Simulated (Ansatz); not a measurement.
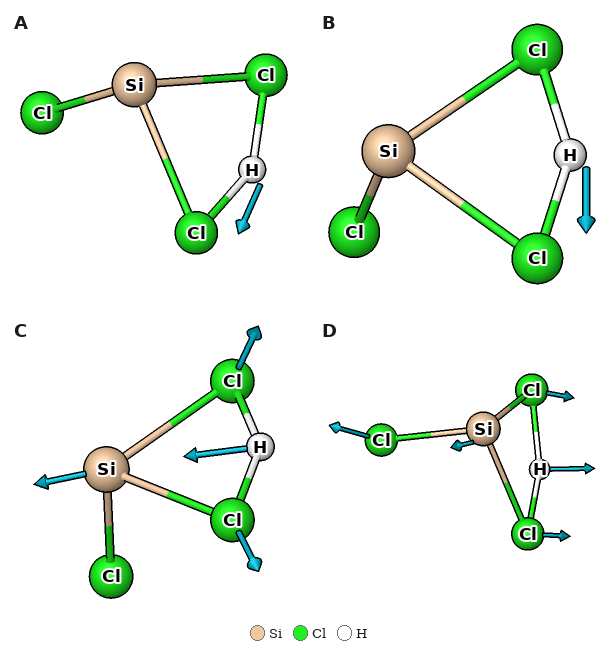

4 normal modes of one molecule or complex, as arrows. Harmonic vibrations computed with RKS PBE0-D4/def2-TZVP (Ansatz 0.2.0) at a stationary point of the same level. It is a saddle point of order 1.

Match the panels to the wavenumbers 456i cm⁻¹, 156 cm⁻¹, 353 cm⁻¹, 634 cm⁻¹.

Answer. A: 634 cm⁻¹
B: 456i cm⁻¹
C: 353 cm⁻¹
D: 156 cm⁻¹
